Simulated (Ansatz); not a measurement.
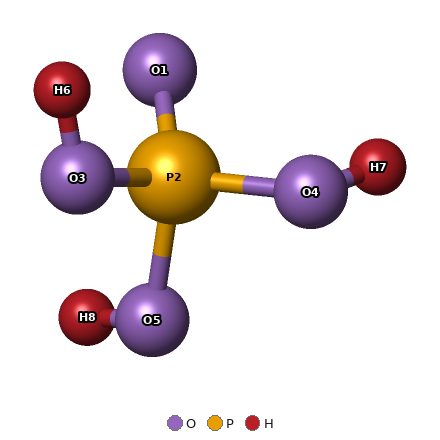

The system is H3O4P, SMILES O=P(O)(O)O; the picture shows the reference structure. 
- Coordinates scanned: (1) dihedral O3–P2–O4–H7; (2) dihedral O4–P2–O3–H6.
- Nothing is relaxed (all other coordinates rigid).
- The grid has 18 × 18 points.
- Points are written as (first, second).
- Energies are in kJ/mol, from the lowest grid point.
- Theory: RKS PBE-D4/def2-SVP (Ansatz 0.2.0).

Its coordinates:

```yaml
atoms:
  - { symbol: O, position_ang: [-1.3134, 0.4589, 0.9001] }
  - { symbol: P, position_ang: [-0.1285, 0.0440, 0.0889] }
  - { symbol: O, position_ang: [1.2713, -0.1698, 0.8914] }
  - { symbol: O, position_ang: [0.3357, 1.0557, -1.0989] }
  - { symbol: O, position_ang: [-0.2514, -1.3641, -0.7182] }
  - { symbol: H, position_ang: [1.3298, 0.4847, 1.6148] }
  - { symbol: H, position_ang: [-0.4553, 1.4791, -1.4864] }
  - { symbol: H, position_ang: [-0.7881, -1.9886, -0.1918] }
```

Range: dihedral O3–P2–O4–H7 from −180 to 160°; dihedral O4–P2–O3–H6 from −180 to 160°.

What landscape does the calculation give?

The lowest grid point is at (−160°, 100°). Higher local minima lie near (40°, 100°) (6.7 kJ/mol above the lowest at that grid point); (−160°, −60°) (7.1 kJ/mol above the lowest at that grid point). The highest grid point, (0°, 0°), lies 48.3 kJ/mol above the lowest. On the interpolated surface the easiest way out of the lowest well to the well at about (30°, 105°) passes a barrier of about 8.7 kJ/mol. Round the minimum the valley is somewhat tilted: raising dihedral O3–P2–O4–H7 shifts the best value of dihedral O4–P2–O3–H6 downwards (coupling k₁₂/√(k₁₁k₂₂) about 0.2). At the highest point the unbonded atoms H6···H7 come to 1.84 Å, against 3.75 Å at the lowest; the sum of their van der Waals radii is about 2.4 Å.

| dihedral O4–P2–O3–H6 ↓, dihedral O3–P2–O4–H7 → | −160 | −120 | −80 | −40 | 0 | 40 | 80 | 120 | 160 |
| --- | --- | --- | --- | --- | --- | --- | --- | --- | --- |
| 140 | 5.8 | 7.1 | 9.7 | 10.2 | 9.3 | 9.7 | 10.2 | 9.1 | 7.1 |
| 100 | 0.0 | 4.9 | 12.1 | 13.4 | 8.6 | 6.7 | 8.5 | 7.7 | 2.7 |
| 60 | 2.3 | 7.0 | 19.8 | 28.5 | 22.5 | 13.0 | 12.2 | 12.9 | 7.8 |
| 20 | 7.6 | 9.8 | 23.1 | 40.4 | 44.0 | 28.2 | 18.9 | 16.8 | 13.1 |
| −20 | 8.8 | 9.9 | 17.3 | 30.4 | 43.9 | 38.1 | 25.0 | 16.9 | 12.1 |
| −60 | 7.1 | 9.5 | 14.3 | 18.9 | 26.2 | 30.2 | 26.1 | 18.7 | 10.8 |
| −100 | 9.1 | 11.3 | 17.6 | 19.7 | 19.2 | 22.2 | 25.6 | 24.1 | 16.0 |
| −140 | 14.4 | 13.6 | 19.9 | 23.3 | 20.8 | 19.8 | 23.6 | 26.8 | 22.5 |
| −180 | 13.4 | 11.2 | 14.5 | 17.6 | 17.1 | 15.7 | 16.5 | 18.6 | 18.0 |

The table holds every second grid line.

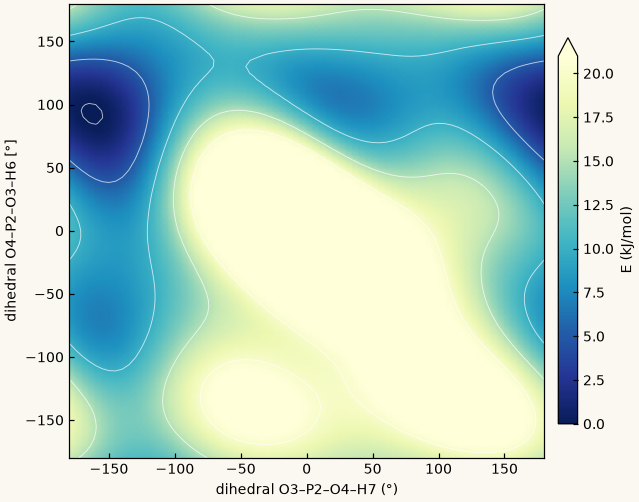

Drawn: a smooth colour map with a few white contour lines, one colour for all values above the top of the scale. Between grid points the surface is interpolated.

Each point was launched as `ansatz run input.yaml --threads 1 --pin off --max-ram 2560MiB --backend cpu --events-out ev --progress --plain --runs-dir out`. Time for the 324 points that were run: 13 min on 1 thread of Arm Neoverse V1, on a shared host.
